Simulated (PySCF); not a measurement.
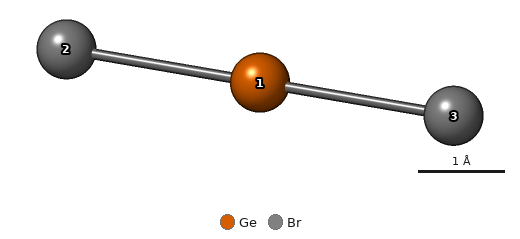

**Figure 1.** The structure (ball-and-stick view, seen at a tilt; atoms are numbered from 1 in the order of the input). Sticks mark near contacts. Bond lengths as drawn: Br–Ge 2.48 Å.

# Frequency calculation of GeBr$_{2}$

- system: GeBr$_{2}$
- method: RKS-based PBE0, Ge def2-TZVP, Br def2-TZVP; non-relativistic Hamiltonian; density fitting (PySCF 2.14.0)

## Input
```python
from pyscf import gto, scf, dft
mol = gto.M(atom='''
Ge    -0.000000     0.000000     0.000000
Br    -0.000000    -0.000000     2.475448
Br     0.000000     0.000000    -2.475448''',
    basis={'Ge': 'def2-TZVP', 'Br': 'def2-TZVP'},
    charge=0, spin=0)
mf = dft.RKS(mol, xc='PBE0')
mf.grids.atom_grid = (75, 302)
aux = {'Ge': 'def2-universal-JKFIT', 'Br': 'def2-universal-JKFIT'}
mf = mf.density_fit(auxbasis=aux)
mf.conv_tol = 1e-09
mf.diis_space = 10
mf.max_cycle = 60
mf.verbose = 4
mf.kernel()
```

The script is an equivalent of the set-up of the self-consistent field. The run itself was carried out by a driver, which started from the orbitals of the step before it where there was one and computed the further properties.

Run on 4 threads of Arm Neoverse V1, 24 GiB of memory available, shared host.

Command:
```bash
OMP_NUM_THREADS=4 python axn.py task.json out
```

## Log
```
init E= -7224.49376377191
  HOMO = -0.25745704802443  LUMO = -0.139755896178936  gap/eV = 3.20281
cycle= 1 E= -7224.49376377192  delta_E= -1.09e-11  |g|= 2.95e-06  |ddm|= 4.71e-06
  HOMO = -0.257457176707689  LUMO = -0.13975535936648  gap/eV = 3.20283
Extra cycle  E= -7224.49376377191  delta_E= 1.27e-11  |g|= 5.55e-06  |ddm|= 8.69e-06
converged SCF energy = -7224.49376377191
```

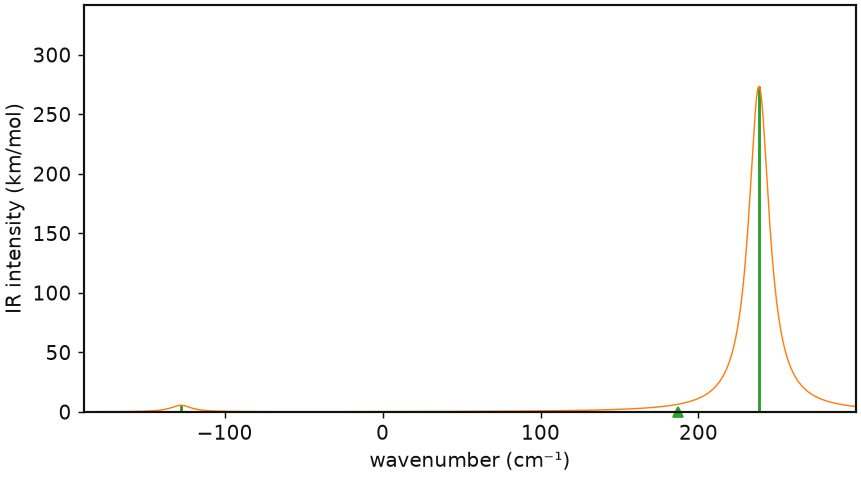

**Figure 2.** Harmonic infrared spectrum, unscaled: sticks (degenerate modes added up, dark ones marked on the axis) with a Lorentzian envelope of 16 cm⁻¹ full width, scaled to the tallest stick; imaginary modes are drawn at negative wavenumbers. 4 modes from 128i to 238 cm⁻¹, 2 imaginary beyond 8i (128i, 128i cm⁻¹): not a minimum. The strongest line is at 238 cm⁻¹ (274 km/mol). All modes, in cm⁻¹ (km/mol): 128i (2.8), 128i (2.8), 187 (0.0), 238 (274).

## Key numbers

```tsv
quantity	value
outcome	converged
total energy	−7224.493764 hartree
HOMO	−7.01 eV
LUMO	−3.80 eV
zero-point energy	0.000970 hartree
dipole moment	0.00 D
wavenumbers, lowest and highest	128i and 238 cm⁻¹
wall time	29 s (CPU time 90 s)
peak memory	1.2 GiB
```
